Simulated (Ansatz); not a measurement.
# ZrB2: how well frozen cores do, part 2 of 2

Does the method matter for ZrB2? The same cell, functional and mesh are run with all-electron LAPW, frozen-core PAW and datasets made for this crystal.

Ansatz 0.2.0; DFT LDA; a database cell (COD). «Crystal datasets» are all-electron PAW datasets made for this crystal. Earlier steps stand in the parts before.

### 3 Frozen-core PAW

Contents of input.yaml:

```yaml
crystal:
  lattice:
    - [3.1649998255, 0.0, 0.0]
    - [-1.5824999128, 2.7409702519, 0.0]
    - [0.0, 0.0, 3.52]
  atoms:
    - { symbol: Zr, position: [0.0, 0.0, 0.0] }
    - { symbol: B, position: [0.3333333333, 0.6666666667, 0.5] }
    - { symbol: B, position: [0.6666666667, 0.3333333333, 0.5] }
kpoints:
  mp_grid: { grid: [12, 12, 9] }
  band_path:
    path:
      - [0.0, 0.0, 0.0]
      - [0.5, 0.0, 0.0]
      - [0.3333333333, 0.3333333333, 0.0]
      - [0.0, 0.0, 0.0]
      - [0.0, 0.0, 0.5]
      - [0.5, 0.0, 0.5]
      - [0.3333333333, 0.3333333333, 0.5]
      - [0.0, 0.0, 0.5]
      - [0.5, 0.0, 0.5]
    npoints: 14
scf:
  occupations: { method: fermi_dirac, width: 0.05 }
hamiltonian:
  xc: lda
  pseudopotentials: { kind: paw }
output:
  forces: true
  stress: true
  eigenvalues: true
  efg: { contact_densities: true }
  populations: true
  bader: true
  dos: { projected: true, de: 0.2, e_range: [-14, 8] }
  write_density: true
  write_potential: true
  elf: true
  volumetric_format: npy
```

Command:

```sh
ansatz run input.yaml --threads 1 --pin off --max-ram 6144MiB --backend cpu --events-out ev --progress --plain --runs-dir out
```

The program printed:

```text
Zr: output.efg is read without spin–orbit coupling, which moves field gradients at and beside such atoms by some per cent and up to a factor of two; PAW files take it under magnetization.noncollinear and magnetization.spin_orbit
Engine: ansatz 0.2.0
Pseudopotentials: kind: paw
Pseudopotential: Zr, paw, valence charge 12, recommended cutoff 420 eV (normal)
Pseudopotential: B, paw, valence charge 3, recommended cutoff 420 eV (normal)
Functional definition: SPW92
  exchange = slater_x
  correlation = pw_c
Crystal: 3 atoms, lattice volume = 30.537 Å³
Basis set: ecut = 420 eV, 563 PW (Γ)
Bands: 13, of which v1, the nominal top of the filled ones, is band 9 counted from 1 (8 counted from 0)
Symmetry: 24 space group operations
Space group: P6/mmm (ITA 191), of the structure as read, at distance tolerance 3.1e-5 Å
k-points: 95 of 1296
Non-local potential: Zr, projectors of the file, l = 0: 3, l = 1: 2, l = 2: 2, l = 3: 2
Non-local potential: B, projectors of the file, l = 0: 2, l = 1: 2, l = 2: 1
PAW form: soft (Blöchl's): semilocal exchange-correlation on the pseudo side does not see the compensation charge
PAW frozen core: Zr, regenerated for the run's functional, and the local potential with it (the file was generated under x = pbe(κ = 0.804, μ = 0.2195149727645171), c = pbe(β = 0.06672455060314922))
PAW frozen core: B, regenerated for the run's functional, and the local potential with it (the file was generated under x = pbe(κ = 0.804, μ = 0.2195149727645171), c = pbe(β = 0.06672455060314922))
PAW one-centre angular grid: Zr, 590 points (default); XC on 64 Gauss nodes
PAW one-centre angular grid: B, 110 points (default); XC on 64 Gauss nodes
Initial density: superposition of atomic densities (neutral atoms: chi_scale 0, normalization atom), corrected by the library's trained network
Initial wavefunctions: pseudopotential atomic-orbital guess
Functional: x = slater, c = lda
SCF iter   1: F=—  HF=-4380.258713 eV  |F-HF|=—  |Δ(HF+E_count)|=         —  Δρ=5.04e-3  dr2=5.18e-3  ethr=1.77e-3  ⟨swp⟩=4.9  Hψ=6061  notcnv=0
preconditioner: auto → none  [metal: Δε(μ)=0.165 eV  Ē_g=8.807 eV  σ=0.050 eV  W_gap=0.48  n_scr=8 (ndim 8)  ℏωp=21.2 eV  f_vac=0.000  D(μ)=0.23/eV (n_scr^D=0)  sad-step TF]
SCF iter   2: F=—  HF=-4380.258161 eV  |F-HF|=—  |Δ(HF+E_count)|=   5.53e-4  Δρ=3.13e-3  dr2=2.86e-3  ethr=2.88e-5  ⟨swp⟩=1.1  Hψ=2021  notcnv=0
SCF iter   3: F=—  HF=-4380.257531 eV  |F-HF|=—  |Δ(HF+E_count)|=   6.30e-4  Δρ=7.73e-4  dr2=1.22e-4  ethr=1.59e-5  ⟨swp⟩=2.2  Hψ=1905  notcnv=0
SCF iter   4: F=—  HF=-4380.257493 eV  |F-HF|=—  |Δ(HF+E_count)|=   3.82e-5  Δρ=1.23e-4  dr2=1.74e-6  ethr=6.76e-7  ⟨swp⟩=2.5  Hψ=2066  notcnv=0
SCF iter   5: F=—  HF=-4380.257493 eV  |F-HF|=—  |Δ(HF+E_count)|=   5.67e-8  Δρ=1.21e-5  dr2=4.22e-8  ethr=9.69e-9  ⟨swp⟩=2.0  Hψ=2032  notcnv=0
SCF iter   6: F=-4380.257493 eV  HF=-4380.257493 eV  |F-HF|=9.65e-10  |Δ(HF+E_count)|=   1.08e-8  Δρ=2.37e-6  dr2=1.29e-9  ethr=2.35e-10  ⟨swp⟩=5.0  Hψ=6777  notcnv=0
SCF 1 converged in 6 iterations: F = -4380.257493 eV  dr2 = 1.29e-9
NSCF: frozen V_eff on 113 k-points
SCF converged after 6 iterations
Free energy (F): -4380.257493 eV
Harris-Foulkes:  -4380.257493 eV  (|F-HF|=9.65e-10)
Internal energy: -4380.255525 eV  (E = F + TS)
E sigma→0 (E₀):  -4380.256509 eV
Entropy (-TS):   -0.001967 eV (-0.656 meV/atom)
Fermi energy:    15.712529 eV
--- Per-component energies (eV) ---
  E_band       = -26.655240
  E_kinetic    = 436.435153
  E_local      = -559.593161  (includes V_loc(G=0)·N_el)
  E_nonlocal   = 105.873983
  E_hartree    = 175.586133
  E_xc         = -227.728163
  E_vxc        = -271.051944  (∫ρ·V_xc dr)
  E_paw        = -2994.085574  (= ΣΔE_a)
  E_vpaw       = -89.490841  (= ΣTr[D̂ρ^β])
  E_aug_tail   = 0.000013  (compensation charges beyond the density's cutoff)
  E_ewald      = -1317.205980
  E_core_change = 0.462069  (= ΣΔE_core)
  E_smearing   = -0.001967  (= −TS)
  E_closure    = 0.000000  (closes the sum)
  Σ components = -4380.257493   (vs F -4380.257493, Δ=0.00e0)
--- Forces (eV/Å), atoms counted from 1 ---
  atom   1  Zr     0.00000000     0.00000000     0.00000000
  atom   2  B     -0.00000000    -0.00000000     0.00000000
  atom   3  B      0.00000000     0.00000000     0.00000000
  max |Σ_I F_I| component: 7.40e-17 eV/Å
--- Stress (GPa, compression-positive) ---
       -7.680960       0.000000       0.000000
        0.000000      -7.680960       0.000000
        0.000000       0.000000      -6.464708
  P = ⅓ Tr σ = -7.2755 GPa (-72.755 kbar)
--- PAW observables at the nuclei: V_zz in 10²¹ V/m², potentials from the cell's mean, atoms counted from 1 ---
  atom   1  Zr V_zz =    +4.738186   η = 0.0000   by run symmetry: allowed
            electrostatic potential = -5930.625863 V   contact ρ = 488369.579925 e/Å³
  atom   2  B  V_zz =    +0.053493   η = 0.0000   by run symmetry: allowed
            electrostatic potential = -332.944814 V   contact ρ = 475.390320 e/Å³
  atom   3  B  V_zz =    +0.053493   η = 0.0000   by run symmetry: allowed
            electrostatic potential = -332.944814 V   contact ρ = 475.390320 e/Å³
--- Band table (eV; the first three rows and the last of 95) ---
  k-point 0: bands = ["-32.8309", "-11.0768", "-10.5062", "-10.5062", "3.0340", "12.9885", "12.9885", "13.0355", "13.3594", "19.0389", "19.0389", "19.8332", "19.8332"]
  k-point 1: bands = ["-32.8285", "-11.1230", "-10.5030", "-10.5030", "3.2205", "12.0075", "13.1055", "13.1055", "14.3304", "18.2038", "18.2038", "19.4584", "19.4584"]
  k-point 2: bands = ["-32.8224", "-11.2377", "-10.4950", "-10.4950", "3.7347", "10.7891", "13.4480", "13.4480", "15.4436", "17.1427", "17.1427", "18.5427", "18.5427"]
  k-point 94: bands = ["-32.6769", "-11.1654", "-11.1270", "-11.1270", "7.0085", "7.0085", "10.6843", "12.9940", "12.9940", "19.7161", "21.4775", "21.4775", "22.3693"]
--- Löwdin populations: 3 sites ---
  site symbol       q [e]
     0     Zr     11.2845
     1      B      3.3418
     2      B      3.3418
  spilling = 0.001772 (of n_electrons = 18.000000)
--- Bader charges: 3 sites ---
  site symbol  charge [e]  shift [e]
     0     Zr      1.4833     0.0006
     1      B     -0.7417     0.0003
     2      B     -0.7417     0.0003
  estimated error of the sums over rays = 4.3e-4 e
```

Run time: 30 s. Hardware: 1 thread of Arm Neoverse N1, shared host; peak memory 0.37 GiB.

In short: pressure -7.28 GPa; no gap; Vzz Zr1 4.74 (η = 0.00), B2 0.05 (η = 0.00) (10²¹ V/m²).

| atom | Bader charge (e) | basin volume (Å³) |
| --- | --- | --- |
| Zr1 | +1.48 | 12.25 |
| B2 | -0.74 | 9.15 |

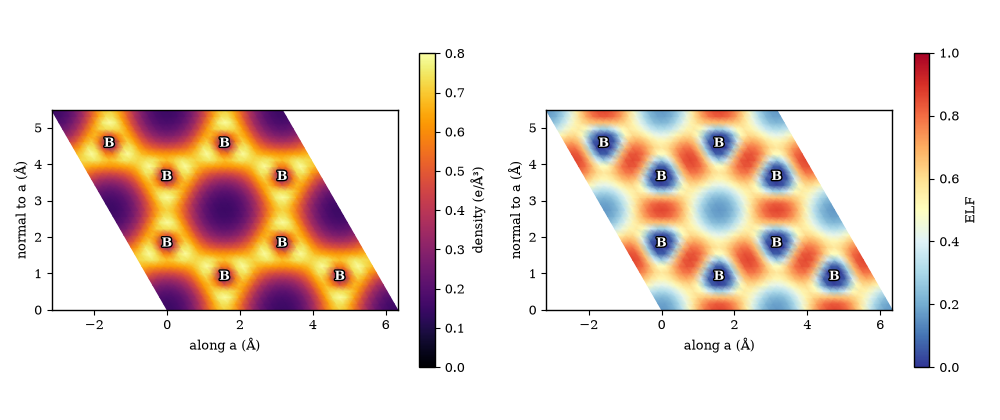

Density (left) and ELF (right) in a lattice plane of the grid's cell (edges 3.16 and 3.16 Å, at 0.500 of the third edge), which holds B. Only atoms in the plane are labelled. Both are smooth fields of the valence electrons: close to the nuclei they are not physical.

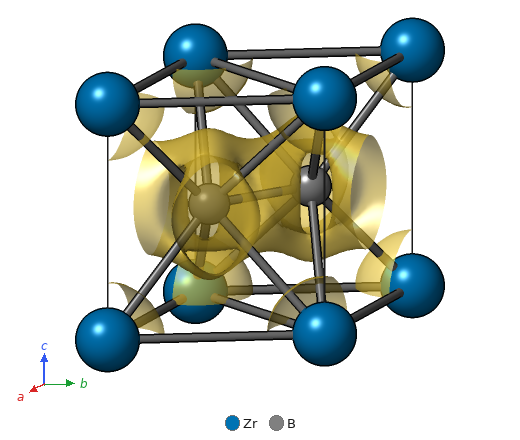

Surface of ELF = 0.63, drawn in one cell.

Outside the cores ELF peaks at 0.86 on the B–B line, 0.9 Å from B; 0.69 beside B, off the lines to its neighbours, 0.8 Å from B.

### 4 Datasets made for this crystal

Changes to input.yaml since step 3:

```diff
@@ -22,3 +22,3 @@
       - [0.5, 0.0, 0.5]
-    npoints: 14
+    npoints: 8
 scf:
@@ -27,3 +27,3 @@
   xc: lda
-  pseudopotentials: { kind: paw }
+  pseudopotentials: { kind: all_electron, datasets: crystal }
 output:
@@ -33,8 +33 @@
   efg: { contact_densities: true }
-  populations: true
-  bader: true
-  dos: { projected: true, de: 0.2, e_range: [-14, 8] }
-  write_density: true
-  write_potential: true
-  elf: true
-  volumetric_format: npy
```

Command:

```sh
ansatz run input.yaml --threads 1 --pin off --max-ram 6144MiB --backend cpu --events-out ev --progress --plain --runs-dir out
```

The program printed, cut to the lines that bear on the results:

```text
[...]
Zr: output.efg is read without spin–orbit coupling, which moves field gradients at and beside such atoms by some per cent and up to a factor of two; PAW files take it under magnetization.noncollinear and magnetization.spin_orbit
[...]
Pseudopotentials: kind: all_electron
Pseudopotential: Zr, paw, valence charge 12, recommended cutoff 320 eV (normal), Koelling and Harmon's equation, gaussian nucleus
Pseudopotential: B, paw, valence charge 3, recommended cutoff 320 eV (normal), Koelling and Harmon's equation, gaussian nucleus
Functional definition: SPW92
[...]
Crystal: 3 atoms, lattice volume = 30.537 Å³
Basis set: ecut = 320 eV, 389 PW (Γ)
Bands: 13, of which v1, the nominal top of the filled ones, is band 9 counted from 1 (8 counted from 0)
Symmetry: 24 space group operations
Space group: P6/mmm (ITA 191), of the structure as read, at distance tolerance 3.1e-5 Å
[...]
  atom   3  B     -0.00000000     0.00000000     0.00000000
[...]
--- Stress (GPa, compression-positive) ---
       -7.705981       0.000000       0.000000
        0.000000      -7.705981       0.000000
        0.000000       0.000000      -6.422879
  P = ⅓ Tr σ = -7.2783 GPa (-72.783 kbar)
--- PAW observables at the nuclei: V_zz in 10²¹ V/m², potentials from the cell's mean, atoms counted from 1 ---
  atom   1  Zr V_zz =    +4.783771   η = 0.0000   by run symmetry: allowed
            electrostatic potential = -5926.481175 V   contact ρ = 488426.445653 e/Å³
  atom   2  B  V_zz =    +0.080713   η = 0.0000   by run symmetry: allowed
            electrostatic potential = -330.983135 V   contact ρ = 475.420594 e/Å³
  atom   3  B  V_zz =    +0.080713   η = 0.0000   by run symmetry: allowed
            electrostatic potential = -330.983135 V   contact ρ = 475.420594 e/Å³
--- Band table (eV; the first three rows and the last of 95) ---
  k-point 0: bands = ["-31.3252", "-9.5720", "-9.0028", "-9.0028", "4.5332", "14.4848", "14.4848", "14.5341", "14.8566", "20.5398", "20.5398"]
[...]
```

It took 23 s on 1 thread of Arm Neoverse N1, shared host; peak memory 0.44 GiB.

Read from it: pressure -7.28 GPa; no gap; Vzz Zr1 4.78 (η = 0.00), B2 0.08 (η = 0.00) (10²¹ V/m²).

| atom | contact density (e/Å³) |
| --- | --- |
| Zr1 | 488426.4 |
| B2 | 475.4206 |

### 5 Side by side

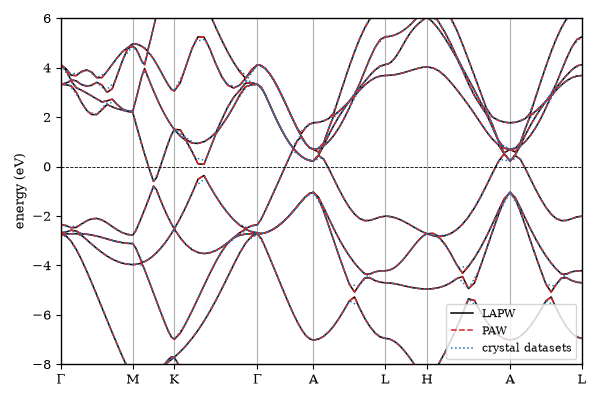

Bands of 3 runs (LAPW; PAW; crystal datasets) drawn together, counted from each run's Fermi level.

```
          method  pressure (GPa)  Vzz Zr1 (10²¹ V/m²)  Vzz B2 (10²¹ V/m²)  SCF cycles, all passes
            LAPW           -7.28                    –                   –                       7
             PAW           -7.28                 4.74                0.05                       6
crystal datasets           -7.28                 4.78                0.08                       8
```

### 6 What came out

What follows sums up all 2 parts.

| quantity | value |
| --- | --- |
| pressure | LAPW -7.28, PAW -7.28, crystal datasets -7.28 GPa |
| gap (LAPW) | none |
| Bader charges (PAW) | Zr1 +1.48, B2 -0.74 e |
| highest ELF (PAW) | 0.86, 0.91 Å from B |

At this geometry the cell is under tension of 7.3 GPa, so it would shrink if let go. There is no gap at this level; the crystal is a metal here. Within 0.3 eV of the Fermi level the largest projected share is Zr 4d (73 %). The projection holds only the free atom's occupied shells (Zr 5s, Zr 4p, Zr 4d, B 2s, B 2p in this range). The field gradient at Zr1, the largest by crystal datasets, is 4.74 by PAW and 4.78 by crystal datasets (10²¹ V/m²), within 5 %. No spin–orbit coupling: at heavy atoms the gradients can be off by tens of per cent for that reason. PAW lies less than 0.01 GPa from LAPW in pressure. The price, with the outputs that each input asks for: 51 s for LAPW against 30 s for PAW, about 1.7 to one.
